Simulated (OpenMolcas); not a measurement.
Single-point calculation of CF2NSi (part 3 of 3)

The same run, continued: CF2NSi, multiplicity 2, SMILES N#C[Si](F)F; CASSCF/ANO-XS-VDZP, DKH2 (OpenMolcas 26.06). The geometry comes from this level: PBE0-D4/def2-TZVP.

Geometry of the input (Å):
```
N  1.4261  -1.1038  1.3643
C  0.7430  -0.5664  0.6075
Si -0.1928  0.2141  -0.7735
F  -1.6556  -0.3824  -0.7575
F  -0.2709  1.7649  -0.4823
```

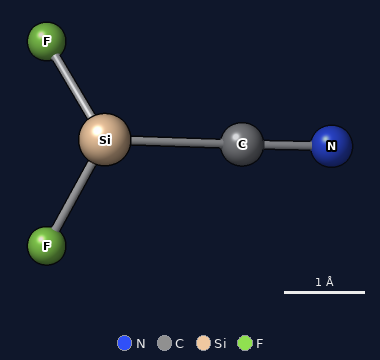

Fig. 1: The input geometry (ball-and-stick view, seen on its broad side).

Log, continued
```
     1 N1     1s         0.0252   -0.0004    0.0005    0.0011   -0.0000
     2 N1     2s         0.7547   -0.0153    0.0242    0.0012   -0.0000
     3 N1     3s         0.0293    0.0016   -0.0024    0.0014    0.0000
     4 N1     2px        0.2816   -0.3641   -0.1120    0.5030   -0.4508
     5 N1     3px        0.0140    0.0004   -0.0046   -0.0449    0.0387
     6 N1     2py       -0.2249    0.1779    0.0679   -0.2452   -0.6991
     7 N1     3py       -0.0107   -0.0002    0.0034    0.0223    0.0600
     8 N1     2pz        0.3379    0.4451    0.0333   -0.6178   -0.0895
     9 N1     3pz        0.0132   -0.0007   -0.0032    0.0519    0.0077
    10 N1     3d2-       0.0065   -0.0167   -0.0029   -0.0071   -0.0040
    11 N1     3d1-       0.0084    0.0058   -0.0017    0.0031   -0.0062
    12 N1     3d0       -0.0037   -0.0316   -0.0013   -0.0118   -0.0015
    13 N1     3d1+      -0.0104   -0.0018    0.0025   -0.0023   -0.0055
    14 N1     3d2+      -0.0014    0.0081    0.0009    0.0036   -0.0109
    15 C2     1s         0.0017    0.0020   -0.0227   -0.0006    0.0000
    16 C2     2s        -0.3185    0.0712   -0.2823    0.0058   -0.0000
    17 C2     3s         0.0177    0.0026   -0.0457   -0.0158    0.0000
    18 C2     2px        0.0614   -0.3722    0.0655   -0.5010    0.4390
    19 C2     3px        0.0177    0.0253   -0.0150    0.0516   -0.0450
    20 C2     2py       -0.0535    0.1883   -0.0629    0.2444    0.6808
    21 C2     3py       -0.0138   -0.0118    0.0081   -0.0265   -0.0698
    22 C2     2pz        0.1084    0.4049    0.1614    0.6140    0.0872
    23 C2     3pz        0.0186   -0.0353    0.0123   -0.0528   -0.0089
    24 C2     3d2-       0.0000    0.0122    0.0094   -0.0106   -0.0063
    25 C2     3d1-       0.0007   -0.0065   -0.0004    0.0055   -0.0129
    26 C2     3d0       -0.0014    0.0233    0.0159   -0.0195   -0.0031
    27 C2     3d1+      -0.0006    0.0047   -0.0029   -0.0041   -0.0108
    28 C2     3d2+       0.0001   -0.0064   -0.0040    0.0056   -0.0183
    29 SI3    1s         0.0031    0.0000    0.0069    0.0021   -0.0000
    30 SI3    2s         0.0263    0.0002    0.0683    0.0200   -0.0000
    31 SI3    3s        -0.0333   -0.0267    0.7868    0.1259   -0.0000
    32 SI3    4s         0.0205   -0.0009    0.0750    0.0163   -0.0000
    33 SI3    2px        0.0105    0.0039   -0.0009    0.0080   -0.0037
    34 SI3    3px       -0.0367   -0.0353    0.3043    0.0320    0.0084
    35 SI3    4px        0.0215    0.0091   -0.0182    0.0145   -0.0104
    36 SI3    2py       -0.0084   -0.0019   -0.0007   -0.0048   -0.0058
    37 SI3    3py        0.0276    0.0191   -0.1215   -0.0081    0.0131
    38 SI3    4py       -0.0170   -0.0043    0.0027   -0.0095   -0.0162
    39 SI3    2pz        0.0125   -0.0052    0.0097   -0.0028   -0.0007
    40 SI3    3pz       -0.0308    0.0283   -0.5829   -0.0981    0.0017
    41 SI3    4pz        0.0241   -0.0118    0.0706    0.0007   -0.0021
    42 SI3    3d2-       0.0180    0.0173   -0.0319    0.0121    0.0106
    43 SI3    3d1-       0.0185   -0.0021    0.0414    0.0074    0.0152
    44 SI3    3d0       -0.0140    0.0284    0.0797    0.0422    0.0038
    45 SI3    3d1+      -0.0201   -0.0028   -0.1001   -0.0238    0.0137
    46 SI3    3d2+      -0.0050   -0.0077    0.0270   -0.0027    0.0287
    47 F4     1s        -0.0009   -0.0003   -0.0062   -0.0012   -0.0003
    48 F4     2s         0.0049   -0.0077   -0.0927   -0.0229    0.0116
    49 F4     3s        -0.0020   -0.0008   -0.0105   -0.0022   -0.0005
    50 F4     2px        0.0391   -0.0079   -0.1642   -0.0399    0.0476
    51 F4     3px       -0.0012   -0.0015   -0.0058   -0.0036    0.0027
    52 F4     2py       -0.0043   -0.0052   -0.0213   -0.0105   -0.0252
    53 F4     3py       -0.0002    0.0011    0.0021    0.0027   -0.0026
    54 F4     2pz        0.0175   -0.0303    0.1687   -0.0034    0.0296
    55 F4     3pz        0.0000   -0.0024    0.0112    0.0000    0.0049
    56 F4     3d2-       0.0004   -0.0000   -0.0013   -0.0004    0.0003
    57 F4     3d1-       0.0000   -0.0001   -0.0002   -0.0003    0.0003
    58 F4     3d0       -0.0002    0.0004    0.0009    0.0006   -0.0005
    59 F4     3d1+      -0.0001   -0.0000   -0.0015   -0.0007    0.0004
    60 F4     3d2+       0.0002   -0.0003   -0.0005   -0.0006    0.0011
    61 F5     1s        -0.0009   -0.0003   -0.0062   -0.0012    0.0003
    62 F5     2s         0.0049   -0.0077   -0.0927   -0.0229   -0.0116
    63 F5     3s        -0.0020   -0.0008   -0.0105   -0.0022    0.0005
    64 F5     2px        0.0183    0.0048   -0.0691   -0.0069   -0.0392
    65 F5     3px       -0.0004   -0.0014   -0.0056   -0.0039   -0.0029
    66 F5     2py       -0.0367    0.0146    0.1262    0.0407    0.0382
    67 F5     3py        0.0012    0.0014    0.0024    0.0022    0.0023
    68 F5     2pz        0.0134   -0.0277    0.1876    0.0032   -0.0279
    69 F5     3pz        0.0002   -0.0024    0.0113   -0.0001   -0.0050
    70 F5     3d2-       0.0001    0.0002   -0.0005    0.0002    0.0006
    71 F5     3d1-       0.0003   -0.0000    0.0009    0.0004    0.0003
    72 F5     3d0       -0.0002    0.0004    0.0011    0.0008    0.0007
    73 F5     3d1+      -0.0001    0.0001   -0.0005   -0.0001    0.0002
    74 F5     3d2+      -0.0004    0.0002    0.0015    0.0008    0.0010
--

      Von Neumann Entropy (Root   1) =  0.93300

      Mulliken population analysis for root number:  1
      -----------------------------------------------

++    Molecular charges:
      ------------------

      Mulliken charges per centre and basis function type
      ---------------------------------------------------

                N1      C2      SI3     F4      F5
      1s       1.9977  2.0006  2.0001  1.9993  1.9993
      2s       1.6709  1.2997  2.0039  1.9231  1.9231
      2px      1.1205  0.9318  2.0018  1.7330  1.8978
      2pz      1.1652  0.9075  2.0012  1.9023  1.8938
      2py      1.0739  0.9415  2.0020  1.8702  1.7139
      3s       0.0015  0.0295  0.9069 -0.0025 -0.0025
      3px     -0.0001  0.0430  0.3563 -0.0060 -0.0022
      3pz     -0.0025  0.0428  0.6240 -0.0033 -0.0037
      3py      0.0004  0.0246  0.2735 -0.0021 -0.0055
      4s       0.0000  0.0000  0.0444  0.0000  0.0000
      3d2+     0.0084  0.0095  0.1013  0.0014  0.0017
      3d1+     0.0090  0.0118  0.0979  0.0009  0.0000
      3d0      0.0114  0.0135  0.0586  0.0006  0.0006
      3d1-     0.0081  0.0097  0.0887  0.0002  0.0012
      3d2-     0.0071  0.0087  0.1195  0.0014  0.0010
      4px      0.0000  0.0000  0.0563  0.0000  0.0000
      4pz      0.0000  0.0000  0.0077  0.0000  0.0000
      4py      0.0000  0.0000  0.0732  0.0000  0.0000
      Total    7.0716  6.2742 12.8171  9.4186  9.4186

      N-E     -0.0716 -0.2742  1.1829 -0.4186 -0.4186

      Total electronic charge=   45.000000

      Total            charge=   -0.000000
--

      Expectation values of various properties for root number:  1
      -----------------------------------------------------------

++    Molecular properties:
      ---------------------

      Charge (e):
                      =   -0.0000
      Dipole Moment (debye):
      Origin of the operator (angstrom)=   -0.1425    0.1087   -0.2044
                   X= -1.0096E-02               Y=  2.9644E-01               Z= -2.2628E+00           Total=  2.2822E+00
      Quadrupole Moment (debye*angstrom):
      Origin of the operator (angstrom)=   -0.1425    0.1087   -0.2044
                  XX= -3.7052E+01              XY=  1.4637E+00              XZ= -3.8283E+00              YY= -3.6775E+01
                  YZ=  2.2470E+00              ZZ= -3.3814E+01
      In traceless form (debye*angstrom)
                  XX= -1.7579E+00              XY=  2.1956E+00              XZ= -5.7424E+00              YY= -1.3418E+00
                  YZ=  3.3705E+00              ZZ=  3.0996E+00
--

      Mulliken spin population analysis for root number:  1
      ---------------------------------------------------

++    Molecular charges:
      ------------------

      Mulliken spin population per centre and basis function type
      ---------------------------------------------------

                N1      C2      SI3     F4      F5
      1s       0.0000  0.0000 -0.0000  0.0000  0.0000
      2s      -0.0001  0.0248  0.0001  0.0009  0.0009
      2px      0.0101  0.0024 -0.0000  0.0126  0.0021
      2pz      0.0082 -0.0086 -0.0000  0.0129  0.0161
      2py     -0.0000  0.0051  0.0000  0.0002  0.0076
      3s       0.0001 -0.0060  0.3924 -0.0010 -0.0010
      3px     -0.0003  0.0007  0.0781 -0.0007 -0.0003
      3pz     -0.0002 -0.0034  0.3841 -0.0014 -0.0016
      3py     -0.0001  0.0005  0.0099  0.0000 -0.0002
      4s       0.0000  0.0000  0.0022  0.0000  0.0000
      3d2+     0.0000  0.0000  0.0015 -0.0000 -0.0000
      3d1+     0.0000 -0.0001  0.0238  0.0000  0.0000
      3d0     -0.0001  0.0021  0.0109 -0.0000  0.0000
      3d1-     0.0000 -0.0000  0.0047  0.0000  0.0000
      3d2-     0.0000  0.0003  0.0015 -0.0000  0.0000
      4px      0.0000  0.0000  0.0016  0.0000  0.0000
      4pz      0.0000  0.0000  0.0060  0.0000  0.0000
      4py      0.0000  0.0000  0.0001  0.0000  0.0000
      Total    0.0177  0.0179  0.9170  0.0237  0.0237

      Total electronic spin=    1.000000
--

      LoProp population analysis for root number:  1
      -----------------------------------------------

++    LoProp analysis:
      ----------------

++    Static properties:
      ------------------

      LoProp Charges per center

                   N1       C2       SI3      F4       F5
      Nuclear      7.0000   6.0000  14.0000   9.0000   9.0000
      Electronic  -7.0606  -6.2892 -12.5902  -9.5300  -9.5300

      Total       -0.0606  -0.2892   1.4098  -0.5300  -0.5300
--

      Natural Bond Order analysis for root number:  1

++    Natural Bond Order analysis
      ---------------------------
      Based on LoProp computed density
      -------------------------------------------------------------------------------------
      Atom A       Atom B       Bond Order
      -------------------------------------------------------------------------------------
      NBO located      1.000 non-bonded electrons on atom N1
      NBO located      1.005 non-bonded electrons on atom C2
      NBO located      0.973 non-bonded electrons on atom C2
      NBO located      0.985 non-bonded electrons on atom SI3
      NBO located      1.000 non-bonded electrons on atom SI3
      NBO located      0.997 non-bonded electrons on atom SI3
      NBO located      0.994 non-bonded electrons on atom SI3
      NBO located      0.995 non-bonded electrons on atom SI3
      NBO located      1.000 non-bonded electrons on atom F4
      NBO located      0.982 non-bonded electrons on atom F4
      NBO located      1.017 non-bonded electrons on atom F4
      NBO located      1.001 non-bonded electrons on atom F5
      NBO located      0.992 non-bonded electrons on atom F5
      NBO located      0.984 non-bonded electrons on atom F5
      The remaining   10.342 electrons are to be considered as diffuse
--

--

      Average orbitals are written to the RASORB file
      Natural orbitals for root   1 are written to the RASORB.1 file
      Spin density orbitals for root   1 are written to the SPDORB.1 file

--- Stop Module: rasscf /rc=_RC_ALL_IS_WELL_ ---
--- Module rasscf spent 1 second ---

--- Start Module: loprop ---

                                              &LOPROP

                       available to each process: 1.9 GB of memory, 1 thread

  No dynamic properties will be computed.

  Expansion centers of the domains are for the
   atomic domains: the atom center
   bond domains  : the center of the bond

 Multipole moments will be processed up to order  2

 **********************************************************************************
 *                            The Localized properties                            *
 **********************************************************************************

 ====================
 ATOMIC DOMAIN: N1
 ====================
 Domain center:  :  2.69493843 -2.08587970  2.57815335 / bohr
 Expansion center:  2.69493843 -2.08587970  2.57815335 / bohr
 Total charge    : -0.06056077

 Electronic multipole moments:
Electronic Charge
 -7.06056077

Electronic Dipole
 -0.44016989  0.34840669 -0.50418260
... with nuclear contribution
 -0.44016989  0.34840669 -0.50418260

Electronic Quadrupole
 -3.40057412  0.17057616 -0.23838422 -3.31741009  0.18766585 -3.44848194
... with nuclear contribution
 -3.40057412  0.17057616 -0.23838422 -3.31741009  0.18766585 -3.44848194

Dipole magnitude:  0.75454413

 =========================
 BOND DOMAIN: C2    ,N1
 =========================
 Domain center:  :  2.04950247 -1.57811029  1.86308099 / bohr
 Expansion center:  2.04950247 -1.57811029  1.86308099 / bohr
 Total charge    : -0.00000000

 Electronic multipole moments:
Electronic Charge
 -0.00000000

Electronic Dipole
 -0.09456837  0.06925150 -0.06475397

Electronic Quadrupole
  0.21890713 -0.67481321  0.93939683 -0.11136844 -0.73830035  0.39407154

Dipole magnitude:  0.13391051

 ====================
 ATOMIC DOMAIN: C2
 ====================
 Domain center:  :  1.40406651 -1.07034088  1.14800862 / bohr
 Expansion center:  1.40406651 -1.07034088  1.14800862 / bohr
 Total charge    : -0.28922248

 Electronic multipole moments:
Electronic Charge
 -6.28922248

Electronic Dipole
  0.32500920 -0.25680635  0.36882470
... with nuclear contribution
  0.32500920 -0.25680635  0.36882470

Electronic Quadrupole
 -4.24214018  0.12749747 -0.25137026 -4.20577013  0.22696650 -4.60025875
... with nuclear contribution
 -4.24214018  0.12749747 -0.25137026 -4.20577013  0.22696650 -4.60025875

Dipole magnitude:  0.55462793

 =========================
 BOND DOMAIN: SI3   ,C2
 =========================
 Domain center:  :  0.51986366 -0.33287526 -0.15684727 / bohr
 Expansion center:  0.51986366 -0.33287526 -0.15684727 / bohr
 Total charge    : -0.00000000

 Electronic multipole moments:
Electronic Charge
 -0.00000000

Electronic Dipole
 -0.11517046  0.09762414 -0.18220008

Electronic Quadrupole
  0.38017954 -0.49477412  0.88210430  0.20194740 -0.73794391  1.10741315

Dipole magnitude:  0.23662539

 ====================
 ATOMIC DOMAIN: SI3
 ====================
 Domain center:  : -0.36433920  0.40459036 -1.46170316 / bohr
 Expansion center: -0.36433920  0.40459036 -1.46170316 / bohr
 Total charge    :  1.40980245

 Electronic multipole moments:
Electronic Charge
-12.59019755

Electronic Dipole
 -0.59333301  0.27564410  0.83458628
... with nuclear contribution
 -0.59333301  0.27564410  0.83458628

Electronic Quadrupole
 -6.11591136  0.26420789  0.33850631 -5.80622526 -0.02393039 -7.15527113
... with nuclear contribution
 -6.11591136  0.26420789  0.33850631 -5.80622526 -0.02393039 -7.15527113

Dipole magnitude:  1.06045178

 =========================
 BOND DOMAIN: F4    ,SI3
 =========================
 Domain center:  : -1.74648489 -0.15902045 -1.44658535 / bohr
 Expansion center: -1.74648489 -0.15902045 -1.44658535 / bohr
 Total charge    :  0.00000000

 Electronic multipole moments:
Electronic Charge
  0.00000000

Electronic Dipole
 -0.02192998  0.01340089 -0.01429658

Electronic Quadrupole
  1.71310186  0.64685626 -0.05664932  0.42655264 -0.01313449  0.15663169

Dipole magnitude:  0.02940918

 ====================
 ATOMIC DOMAIN: F4
 ====================
 Domain center:  : -3.12863057 -0.72263127 -1.43146754 / bohr
 Expansion center: -3.12863057 -0.72263127 -1.43146754 / bohr
 Total charge    : -0.53001041

 Electronic multipole moments:
Electronic Charge
 -9.53001041

Electronic Dipole
  0.10642006  0.04560211  0.00666131
... with nuclear contribution
  0.10642006  0.04560211  0.00666131

Electronic Quadrupole
 -4.27445073 -0.20456404  0.04834206 -3.79723397  0.01087762 -3.75541500
... with nuclear contribution
 -4.27445073 -0.20456404  0.04834206 -3.79723397  0.01087762 -3.75541500

Dipole magnitude:  0.11597049

 =========================
 BOND DOMAIN: F5    ,SI3
 =========================
 Domain center:  : -0.43813300  1.86988400 -1.18655903 / bohr
 Expansion center: -0.43813300  1.86988400 -1.18655903 / bohr
 Total charge    :  0.00000000

 Electronic multipole moments:
Electronic Charge
  0.00000000

Electronic Dipole
 -0.01961356  0.01699642 -0.01383874

Electronic Quadrupole
  0.16343488 -0.07873132 -0.02582136  1.90275486  0.36806215  0.23009146

Dipole magnitude:  0.02941225

 ====================
 ATOMIC DOMAIN: F5
 ====================
 Domain center:  : -0.51192681  3.33517764 -0.91141491 / bohr
 Expansion center: -0.51192681  3.33517764 -0.91141491 / bohr
 Total charge    : -0.53000879

 Electronic multipole moments:
Electronic Charge
 -9.53000879

Electronic Dipole
  0.00279288 -0.11509960 -0.01393262
... with nuclear contribution
  0.00279288 -0.11509960 -0.01393262

Electronic Quadrupole
 -3.72852325  0.05282953  0.02357425 -4.31173724 -0.14462852 -3.78682283
... with nuclear contribution
 -3.72852325  0.05282953  0.02357425 -4.31173724 -0.14462852 -3.78682283

Dipole magnitude:  0.11597343

 **********************************************************************************
 *                        The Molecular Multipole Moments                         *
 **********************************************************************************
 Expansion center: -0.23503994  0.18119954 -0.36921469 / bohr

l=0

xyz    Nuclear        Electronic     Molecular

000     45.00000000    -45.00000000     -0.00000000

l=1

xyz    Nuclear        Electronic     Molecular

100     -0.00000000     -0.00397208     -0.00397208
010     -0.00000000      0.11663011      0.11663011
001     -0.00000000     -0.89025922     -0.89025922

l=2

xyz    Nuclear        Electronic     Molecular

200    152.49328645   -180.04060775    -27.54732130
110    -43.53208819     44.61625005      1.08416185
101    106.36370382   -109.17935937     -2.81565555
020    142.95469872   -170.29040022    -27.33570150
011    -68.33325954     69.98023596      1.64697642
002    104.13134268   -129.24097731    -25.10963464

 **********************************************************************************
 *       Errors introduced by zeroing multipole moments greater than l =  1       *
 **********************************************************************************

l=2

  m     Original       New            Error            Percent

 -2      1.08416185      1.27507723     -0.19091538     17.61
 -1      1.64697642      2.51134196     -0.86436555     52.48
  0      1.34630968      2.33115873     -0.98484905     73.15
  1     -2.81565555     -4.47535415      1.65969860     58.95
  2     -0.10580990      0.02793310     -0.13374300    126.40

Root mean square =       0.95141902

 **********************************************************************************
 *       Errors introduced by zeroing multipole moments greater than l =  0       *
 **********************************************************************************

l=1

  m     Original       New            Error            Percent

 -1      0.11663011     -0.37838978      0.49501989    424.44
  0     -0.89025922     -1.30712692      0.41686770     46.83
  1     -0.00397208      0.84659106     -0.85056314    ******

Root mean square =       0.61705781

l=2

  m     Original       New            Error            Percent

 -2      1.08416185      0.03157585      1.05258600     97.09
 -1      1.64697642      1.00729201      0.63968441     38.84
  0      1.34630968      3.35577200     -2.00946232    149.26
  1     -2.81565555     -2.75178035     -0.06387520      2.27
  2     -0.10580990      0.32374478     -0.42955468    405.97

Root mean square =       1.07179005
--- Stop Module: loprop /rc=_RC_ALL_IS_WELL_ ---

.##################.
.# Happy landing! #.
.##################.

    Timing: Wall=2.60 User=2.32 System=0.27
```

Results in brief

- outcome: converged
- total energy: −581.076487 hartree
- CASSCF energy: −581.076487 hartree
- basis functions: 74
- hardware: 1 thread of Arm Neoverse V2, 24 GiB of memory available, shared host
- wall time: 2.8 s
- peak memory: 0.083 GiB
